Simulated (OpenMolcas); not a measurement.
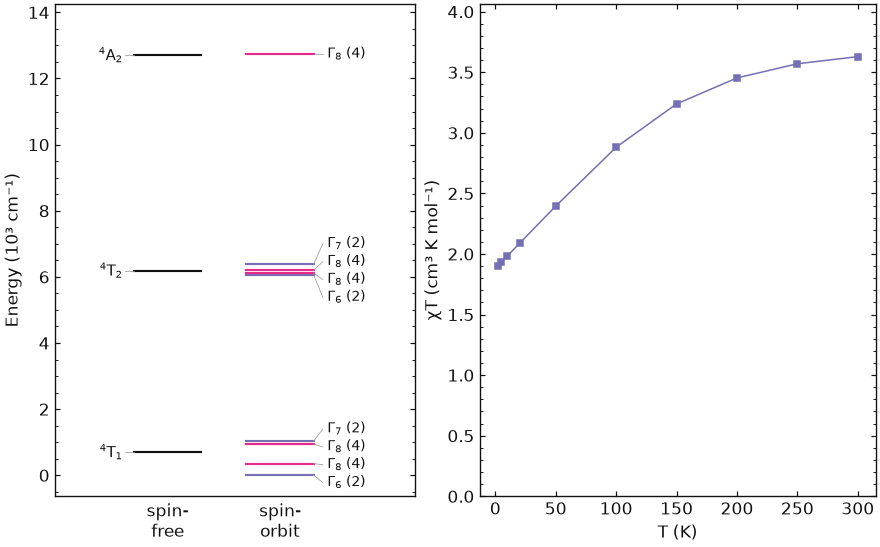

Levels of a 3d ion of charge +2 as a dopant in CaO, a cluster with its 6 nearest O²⁻ at 2.223 Å (octahedron) embedded in model potentials and point charges; the geometry was set, not optimised. Labels give the representation in O, Td, D4 or D3 as the site allows (double group for half-integer spin) where it could be assigned and, in brackets, the degeneracy; spin-free states, where drawn, share the zero of the spin-orbit levels. The calculation used state-averaged CASSCF, the open shell active, basis ANO-RCC-VTZP on the metal and ANO-RCC-VDZP on the ligands, DKH2 scalar Hamiltonian, spin-orbit coupling by RASSI with atomic mean-field integrals (OpenMolcas). Powder susceptibility by Van Vleck's formula.

Q: Which ion is the dopant?

A: Co²⁺ (3d⁷). The ground level is Γ₆, a Kramers doublet, 100 % from states of spin multiplicity 4. Its principal g values are 4.48, 4.48 and 4.48, isotropic. The next level lies at 354 cm⁻¹ (Γ₈). The lowest spin-free state is ⁴T₁, from the free-ion F term; of the same spin there follow at 5,490 cm⁻¹ (⁴T₂) and 12,000 cm⁻¹ (⁴A₂) above it. A ligand-field fit to the spin-free states gives |10Dq| = 6,330 cm⁻¹, B = 1,200 and C = 4,410 cm⁻¹ (rms misfit 60 cm⁻¹). χT is 1.90 cm³ K mol⁻¹ at 2 K and 3.63 at 300 K, an effective moment of 5.39 μB. The active orbitals hold 95 to 98 % metal character (Löwdin), and the Mulliken charge of the metal is +2.82.

Caveat: small active space favours high spin, ground spin may be wrong; the geometry is set by hand, with no relaxation and no charge compensation.
